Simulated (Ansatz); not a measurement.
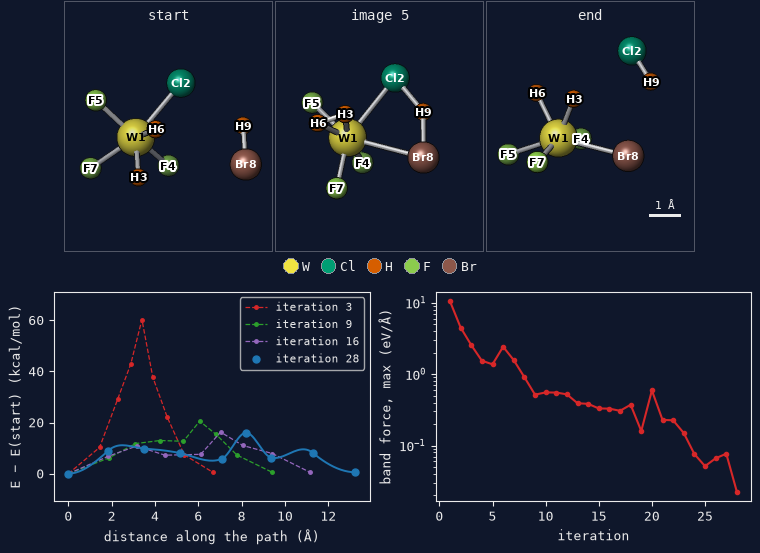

A nudged-elastic-band calculation for WH$_{3}$BrClF$_{3}$, made up at the start of WH$_{2}$ClF$_{3}$ and HBr. Images are numbered from 0 (start) to 8 (end). The plot follows the band through its iterations. The picture is a ball-and-stick view, seen at a tilt.

Method: Ansatz, RKS B3LYP-D4/def2-SVP. Run with 7 movable images; climbing image; force threshold 0.05 eV/Å; iteration limit 60; starting path through a guess of the saddle point.

Did the band converge, and can the barrier be trusted?

The run is converged, with reservations. The band converged in 28 iterations. The largest component of the band force went from 10 to 0.022 eV/Å. The climbing image converged on the top of the path. Its curvatures weren't checked. The first iteration put the highest image at 138.2 kcal/mol. The energy climbs by 16.0 kcal/mol to image 5 and then falls by 15.5 kcal/mol, so the end point sits at +0.6 kcal/mol. The profile has 3 maxima (images 2, 5, 7) with a dip at image 4, 6 (+5.8 kcal/mol, +6.3 kcal/mol), so the process runs in steps.

Limits of the set-up: the start holds two separate molecules, 2.7 Å apart at their closest, whose relative position is a soft coordinate.

Cost: 12 min on 4 threads of Arm Neoverse V1, with other jobs on the host, peak memory 0.48 GiB.
